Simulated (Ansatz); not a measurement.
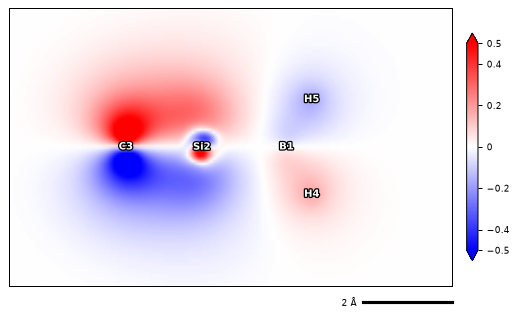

The picture shows: CH$_{4}$BSi (doublet). The HOMO−1 (α) on the plane of atoms H4, B1 and H5 (values in Å⁻³ᐟ²; the overall sign is arbitrary).

These are results of Ansatz, UKS PBE0-D4/cc-pVDZ, not measurements.

Input file:

```
crystal:
  periodic: [false, false, false]
  atoms:
    - { symbol: B, position_ang: [-1.45375, 0.49068, -0.96862] }
    - { symbol: Si, position_ang: [0.04458, -0.01473, 0.02794] }
    - { symbol: C, position_ang: [1.44925, -0.48834, 0.96414] }
    - { symbol: H, position_ang: [-2.37994, -0.23455, -1.07242] }
    - { symbol: H, position_ang: [-1.49274, 1.54176, -1.50551] }
    - { symbol: H, position_ang: [2.28504, -1.02106, 0.53595] }
    - { symbol: H, position_ang: [1.54757, -0.27376, 2.01851] }
magnetization:
  spin_polarized: true
  initial_magnetization: 1
basis:
  gaussian: { orbitals: cc-pVDZ }
hamiltonian:
  xc: pbe0
  dispersion: d4
relax:
  f_tol: 0.02
  max_steps: 50
output:
  orbitals: {}
```

Command:

```sh
ansatz run input.yaml --threads 2 --pin off --max-ram 3072MiB --backend cpu --events-out ev --progress --plain --runs-dir out
```

The fields are those of the relaxed geometry.

Where does this orbital lie, and at what energy?

Answer. It lies mainly on C3 (about 50 %) and Si2 (about 40 %); π-bonding across C3–Si2. Its energy is −6.73 eV.
